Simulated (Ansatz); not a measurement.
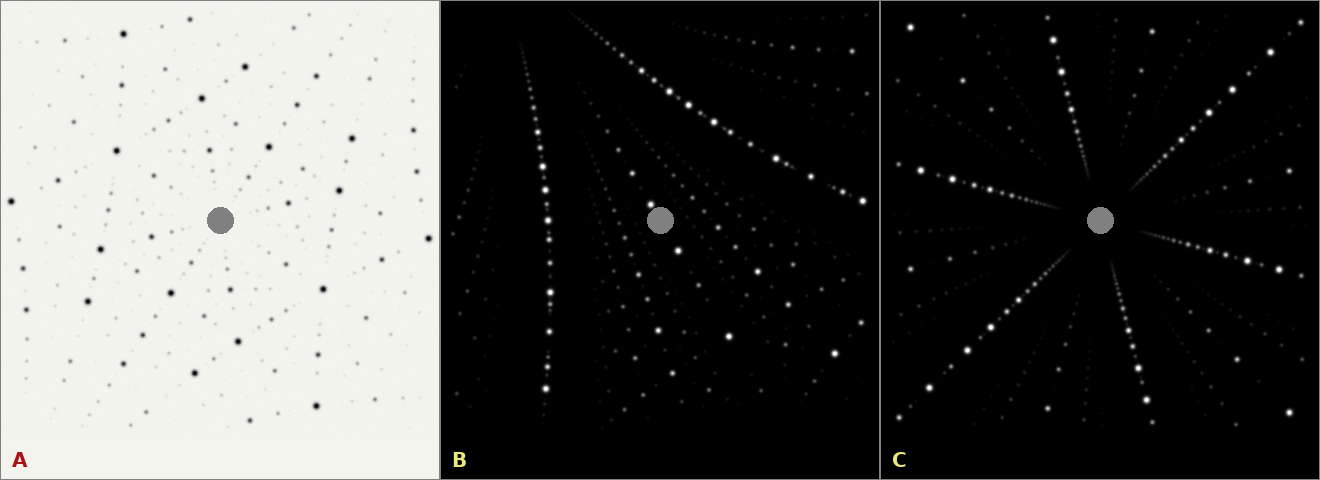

Simulated back-reflection Laue patterns (white X-rays, 0.45 to 2.2 Å, flat plate covering ±45° about the beam, kinematic intensities, seen from the source). Crystal: Cd, space group P6_3/mmc (No. 194), a = 3.005 Å, c = 5.713 Å (hexagonal axes). Structure: the end point of a relaxation at fixed volume with DFT r2SCAN, scalar-relativistic, plane waves, PAW in Ansatz 0.2.0.

```
Cd
1.0
     3.00487    0.00000    0.00000
    -1.50243    2.60229    0.00000
     0.00000    0.00000    5.71254
Cd
2
Direct
  0.33333 0.66667 0.75000
  0.66667 0.33333 0.25000
```

**The directions [001], [100], [101] point towards the source, in some order. Which is which?**

A: [100], symmetry 2mm (a twofold axis with two mirror lines). B: [101], symmetry m (one mirror line). C: [001], symmetry 6mm (a sixfold axis with mirror lines). The Laue class is 6/mmm.
